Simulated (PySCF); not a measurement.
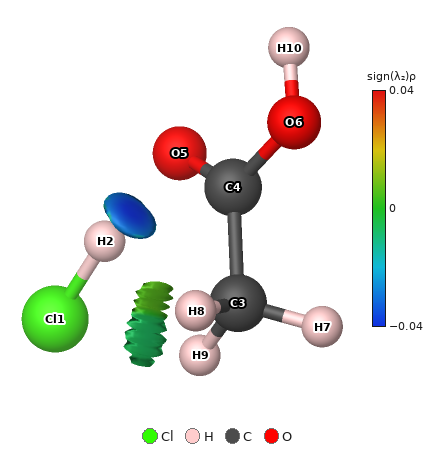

C$_{2}$H$_{5}$ClO$_{2}$, SMILES `Cl.CC(=O)O`. Non-covalent interaction surfaces between the fragments (reduced density gradient s = 0.5, coloured by sign(λ₂)ρ in a.u.; trimmed to the region between the fragments where ρ is under 0.06 a.u.). Fragment A: HCl (atoms 1–2); fragment B: H4C2O2.

Level of theory: HF/def2-SVP (PySCF), at a geometry from GFN2-xTB. GFN2-xTB bond lengths at metals and heavier atoms can be off by up to 0.1 Å and shapes distorted, which carries into these values.

The calculation's input:

```python
import numpy as np
from pyscf import gto, scf, dft
from pyscf.scf import atom_ks, atom_hf
from scipy.linalg import block_diag
from pyscf.dispersion import dftd3

def solve(mol, dm0=None, hcore=None):
    mf = scf.UHF(mol) if mol.spin else scf.RHF(mol)
    mf = mf.density_fit(auxbasis='def2-universal-jkfit')
    mf.conv_tol, mf.max_cycle = 1e-8, 80
    if hcore is not None:
        mf.get_hcore = lambda *args: hcore
    mf.kernel(dm0)
    if not mf.converged:
        mf = mf.newton().run(mf.mo_coeff, mf.mo_occ, max_cycle=30)
    assert mf.converged, 'SCF not converged'
    return mf

mol = gto.M(atom='''
Cl    -2.46813    -0.02454     0.01157
H     -1.27088    -0.52984    -0.02128
C      1.01801     1.38326    -0.00946
C      1.27151    -0.09004    -0.00452
O      0.41939    -0.94913    -0.03932
O      2.56560    -0.38759     0.03317
H      1.62018     1.86038     0.75889
H      1.32496     1.78591    -0.97284
H     -0.03715     1.58380     0.14697
H      2.70414    -1.34868     0.02467
''', basis='def2-svp', charge=0, spin=0, verbose=4)
mol_a = gto.M(atom='''
Cl    -2.46813    -0.02454     0.01157
H     -1.27088    -0.52984    -0.02128
ghost-C      1.01801     1.38326    -0.00946
ghost-C      1.27151    -0.09004    -0.00452
ghost-O      0.41939    -0.94913    -0.03932
ghost-O      2.56560    -0.38759     0.03317
ghost-H      1.62018     1.86038     0.75889
ghost-H      1.32496     1.78591    -0.97284
ghost-H     -0.03715     1.58380     0.14697
ghost-H      2.70414    -1.34868     0.02467
''', basis='def2-svp', charge=0, spin=0, verbose=4)
mol_b = gto.M(atom='''
ghost-Cl    -2.46813    -0.02454     0.01157
ghost-H     -1.27088    -0.52984    -0.02128
C      1.01801     1.38326    -0.00946
C      1.27151    -0.09004    -0.00452
O      0.41939    -0.94913    -0.03932
O      2.56560    -0.38759     0.03317
H      1.62018     1.86038     0.75889
H      1.32496     1.78591    -0.97284
H     -0.03715     1.58380     0.14697
H      2.70414    -1.34868     0.02467
''', basis='def2-svp', charge=0, spin=0, verbose=4)
ab, a, b = solve(mol), solve(mol_a), solve(mol_b)
e_int = ab.e_tot - a.e_tot - b.e_tot
print('counterpoise-corrected interaction energy / kcal/mol', e_int * 627.5095)
def disp(atoms, charge):
    m = gto.M(atom=atoms, charge=charge, basis='sto-3g', spin=None, unit='Bohr', verbose=0)
    return dftd3.DFTD3Dispersion(m, xc='hf', version='d3bj').get_dispersion()['energy']
e_disp = disp(mol._atom, mol.charge) - disp(mol._atom[:2], mol_a.charge) - disp(mol._atom[2:], mol_b.charge)
print('D3(BJ) part / kcal/mol', e_disp * 627.5095)
# spherically averaged free atoms, for the promolecule
atm = scf.atom_hf.get_atm_nrhf(mol)
pro = block_diag(*[(atm[a[0]][2] * atm[a[0]][3]) @ atm[a[0]][2].T for a in mol._atom])
np.savez('result.npz', e_int=e_int, e_disp=e_disp, dm_a=a.make_rdm1(), dm_b=b.make_rdm1(), c=ab.mo_coeff, occ=ab.mo_occ, eps=ab.mo_energy, pro=pro, d=[f.dip_moment(verbose=0) for f in (ab, a, b)])
```

Command:

```sh
OMP_NUM_THREADS=1 python input.py
```

The run took 1.6 s on 1 thread of AMD EPYC 9R45 96-Core Processor (Zen 5) (shared host), peak memory 0.2 GiB.

Partitions, critical points and surface values were worked out afterwards from this run's density.

Q: Which interactions hold the two fragments together?

A: Bond critical points between the fragments: H2···O5, hydrogen bond, 1.74 Å, ρ = 0.038 a.u.; Cl1···H9, weak C–H hydrogen bond, 2.92 Å, ρ = 0.007 a.u. The strongest appears blue (attractive, sign(λ₂)ρ well below zero). Several contacts close a ring, whose ring point adds a part with positive λ₂ between them. The pose is a local one from a semi-empirical search, not shown to be the most stable.

Q: How strongly are they bound?

A: The counterpoise-corrected interaction energy of the frozen fragments is −3.2 kcal/mol without dispersion correction and −7.3 kcal/mol with D3(BJ). The pair geometry is semi-empirical, not a minimum at this level.
